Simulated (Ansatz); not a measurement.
**CH₂B₂ClF: small, medium and large basis sets**

Aim: see how fast density functionals converge with the basis set for CH₂B₂ClF.

Computed with Ansatz 0.2.0, Gaussian basis. Level: one geometry, several basis sets.

Plan: PBE0-D4/def2-SVP; ωB97M-V/def2-SVP; PBE0-D4/def2-QZVPP; ωB97M-V/def2-QZVPP; the functionals' def2-TZVPP values are taken from earlier runs.

## Step 1: The geometry

The geometry comes from an earlier relaxation with PBE0-D4 in a triple-zeta def2 set; it is a stationary point, not always the lowest conformer.

SMILES `FB1CB1Cl`, 7 atoms, charge 0, spin multiplicity 1.

Atoms are counted from 1 here; the program's logs count them from 0.

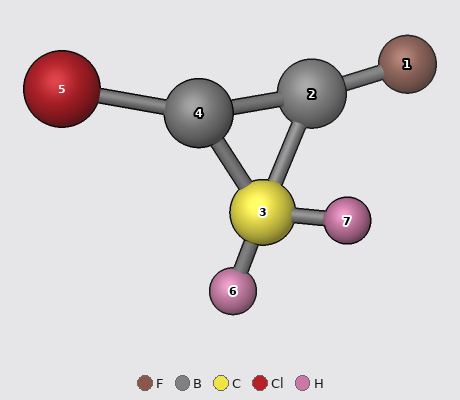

The geometry (fluorine brown, boron grey, carbon yellow, chlorine red, hydrogen pink); atoms are numbered from 1 in the order of the file.

As a file:

```
F    -0.57093   -2.13639    0.43429
B    -0.47879   -0.91864   -0.02217
C     0.55400    0.28698    0.35482
B    -0.40662    0.43241   -0.78659
Cl   -1.16316    1.81339   -1.50356
H     0.93912    1.06808    1.00716
H     1.18767   -0.61383    0.47033
```

## Step 2: PBE0-D4 in def2-SVP

Contents of in.yaml:

```yaml
crystal:
  periodic: [false, false, false]
  atoms:
    - {symbol: F, position_ang: [-0.570929, -2.136388, 0.434292]}
    - {symbol: B, position_ang: [-0.478789, -0.918640, -0.022168]}
    - {symbol: C, position_ang: [0.553996, 0.286979, 0.354824]}
    - {symbol: B, position_ang: [-0.406615, 0.432407, -0.786587]}
    - {symbol: Cl, position_ang: [-1.163158, 1.813391, -1.503557]}
    - {symbol: H, position_ang: [0.939125, 1.068082, 1.007162]}
    - {symbol: H, position_ang: [1.187669, -0.613831, 0.470334]}
basis:
  gaussian: {orbitals: def2-SVP}
hamiltonian: {xc: pbe0, dispersion: d4}
output: {orbitals: {seedname: orbitals}}
```

Launch:

```bash
$ ansatz run in.yaml --threads 2 --pin off --events-out ev --progress --plain --max-ram 4352MiB
```

Further steps of the session: ωB97M-V in def2-SVP; PBE0-D4 in def2-QZVPP; ωB97M-V in def2-QZVPP.

Q: Predict the results of all the runs planned. Wanted: PBE0-D4: double and triple zeta above quadruple; ωB97M-V: double and triple zeta above quadruple.

As calculated:

```
                                       quantity           value
PBE0-D4: double and triple zeta above quadruple  10.81, 0.65 eV
ωB97M-V: double and triple zeta above quadruple  10.88, 0.60 eV
```

**Reading.** PBE0-D4 gains 10.16 eV from double to triple zeta, then 0.65 eV more. These are total energies; as a rule much of such shifts cancels in differences, which this series doesn't test.
